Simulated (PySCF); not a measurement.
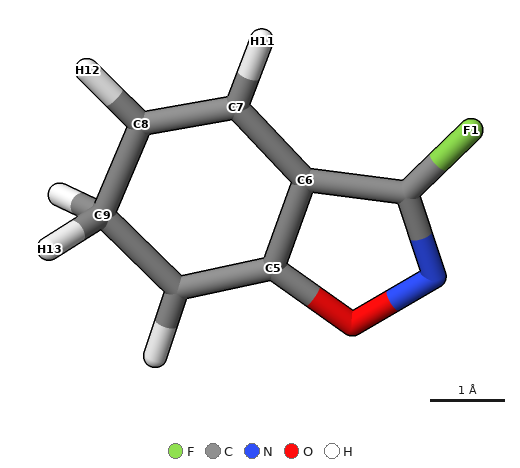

Figure 1. The input geometry (stick view, seen at a tilt; atoms are numbered from 1 in the order of the input).

## EPR calculation of C7H5FNO

- system: C7H5FNO, multiplicity 2
- method: UKS B3LYP, pcH-1 on C F H N O, non-relativistic, mean-field spin-orbit, GIAO (PySCF 2.14.0)

It belongs to a series of runs on one base structure; here: H added to aryl C.

Input
```
{"job": {"kind": "epr", "basis": "pcH-1"}, "charge": 0, "multiplicity": 2}
F      3.004269     1.732354    -0.187475
C      2.297315     0.628048    -0.013089
N      2.884160    -0.515323     0.228602
O      1.902620    -1.457943     0.360188
C      0.691212    -0.865879     0.193137
C      0.894540     0.521684    -0.057985
C     -0.211687     1.382425    -0.270055
C     -1.449336     0.856680    -0.228621
C     -1.734917    -0.587206     0.028044
C     -0.535151    -1.445316     0.245435
H     -0.040198     2.430811    -0.458331
H     -2.314067     1.483968    -0.385771
H     -2.404660    -0.670436     0.897447
H     -2.323037    -0.989699    -0.810751
H     -0.665476    -2.496178     0.437313
```

The first line tells a small driver script what to run in PySCF; the rest is the geometry in Å.

Launch command:
```bash
OMP_NUM_THREADS=1 python <driver script> task.json out
```

What the program printed
```
UKS, coarse grid
  cycle   1  E = -499.39814784  |g| = 4.82e-01
  cycle   2  E = -499.29032529  |g| = 7.35e-01
  cycle   3  E = -499.47851497  |g| = 1.20e-01
  cycle   4  E = -499.48337890  |g| = 6.49e-02
  cycle   5  E = -499.48521731  |g| = 1.44e-02
  cycle   6  E = -499.48536108  |g| = 8.38e-03
  cycle   7  E = -499.48541471  |g| = 4.85e-03
  cycle   8  E = -499.48543818  |g| = 2.69e-03
  cycle   9  E = -499.48544504  |g| = 8.61e-04
UKS, final grid
  cycle   1  E = -499.48534448  |g| = 1.32e-03
  cycle   2  E = -499.48534305  |g| = 2.23e-03
  cycle   3  E = -499.48534531  |g| = 3.44e-04
  cycle   4  E = -499.48534537  |g| = 8.71e-05
  cycle   5  E = -499.48534540  |g| = 7.82e-05
  cycle   6  E = -499.48534540  |g| = 2.54e-05
E = -499.48534540 Eh   <S^2> = 0.7819 (exact 0.7500)
g shifts (ppm)      1          2          3
  rmc          -173       -173       -173
  gc            -18         28         28
  oz_so         -10       1123       1619
  total        -201        978       1474
hyperfine (MHz)  atom isotope    a_iso     a_fc   dipolar eigenvalues
    0   19F     -22.43     -22.43    -50.84     19.52     31.33
    1   13C     -29.45     -29.45    -19.53      9.04     10.49
    2   14N      12.54      12.54    -14.15    -13.72     27.88
    3   17O      -4.91      -4.91    -17.59      7.49     10.10
    4   13C     -39.30     -39.30    -22.57      8.99     13.58
    5   13C      34.10      34.10    -28.42    -27.23     55.65
    6   13C     -22.92     -22.92    -14.80      6.78      8.02
    7   13C      21.31      21.31    -19.30    -17.56     36.86
    8   13C     -30.03     -30.03     -2.05     -0.38      2.44
    9   13C      44.56      44.56    -42.51    -41.32     83.83
   10    1H       6.29       6.29     -2.53     -0.24      2.77
   11    1H     -16.30     -16.30     -9.02     -1.29     10.31
   12    1H     139.84     139.84     -3.91     -1.07      4.98
   13    1H     140.49     140.49     -3.91     -1.07      4.98
   14    1H     -33.94     -33.94    -19.34     -1.23     20.57
```

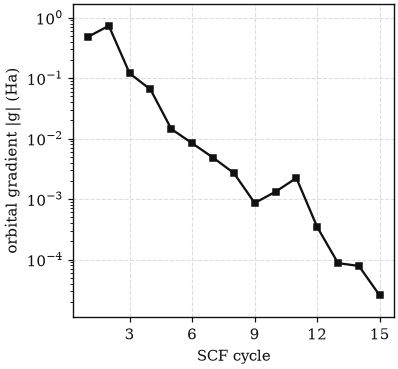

Figure 2. Convergence of the self-consistent field: orbital gradient |g| against the SCF cycle. All cycles printed in the log are drawn one after another.

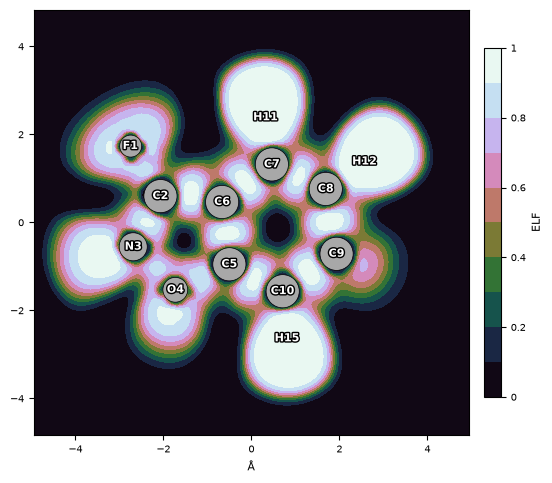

Figure 3. Electron localisation function on the plane of atoms C8, C9 and C10. Grey discs, where drawn, cover atomic cores. C–N (1.31 Å): the ELF peaks at about 0.90 between the atoms; a multiple bond by its length, whose ELF region spreads away from the axis. C–C (1.35 Å): the ELF peaks at about 0.95 between the atoms (a double or triple bond). C–O (1.36 Å): the ELF peaks at about 0.90 between the atoms (a shared but strongly polarised pair). N–O (1.37 Å): the ELF peaks at about 0.85 between the atoms (a covalent bond).

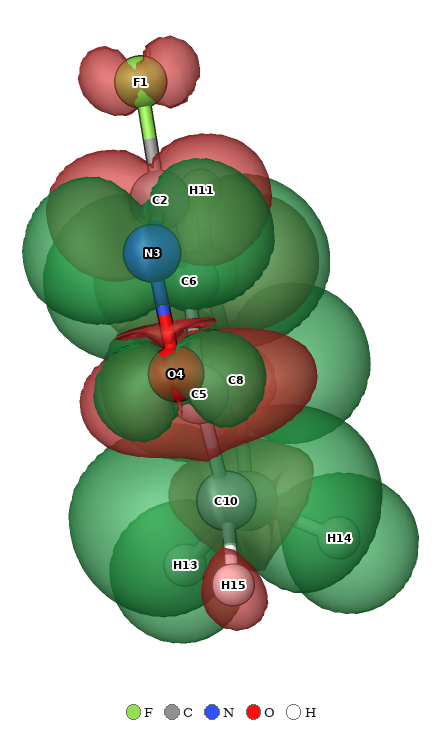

Figure 4. Isosurfaces of the spin density at +0.006 (green) and −0.006 e/Å³ (red), seen at an oblique angle. The unpaired spin (1 electron) lies mostly on C10 (about 0.3), N3 (about 0.2), C6 (about 0.2) and C8 (about 0.1), in electrons by Hirshfeld's partition.

Results in brief

```tsv
quantity	value
outcome	converged
total energy	−499.485345 hartree
⟨S²⟩	0.782
isotropic g	2.0031
hardware	1 CPU thread, shared host
wall time	96 s
peak memory	0.96 GiB
```
